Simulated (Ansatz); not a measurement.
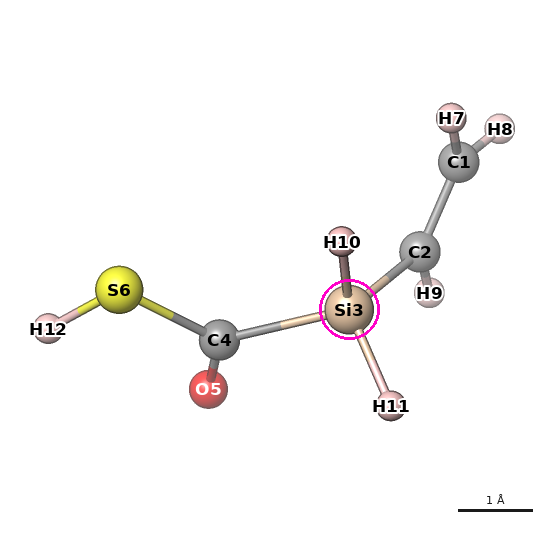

Orthographic view. Distant atoms are faded towards the background colour. The computed structure is the end point of a PBE0-D4/def2-TZVP optimisation. No frequency run is at hand to confirm it as a minimum.

### Which atoms are bonded to the circled atom?

The circled atom is Si3; it is bonded to C2, C4, H10, H11.

### Of C2 and Si3, which is nearer the viewer?

Si3; the bond to C2 points away from the viewer, so it looks shorter than its 1.85 Å.

### Which two atoms are farthest apart in space?

H8 and H12, 6.89 Å.

### Which atom is nearest the viewer?

H10, 1.9 Å in front of the mean position.
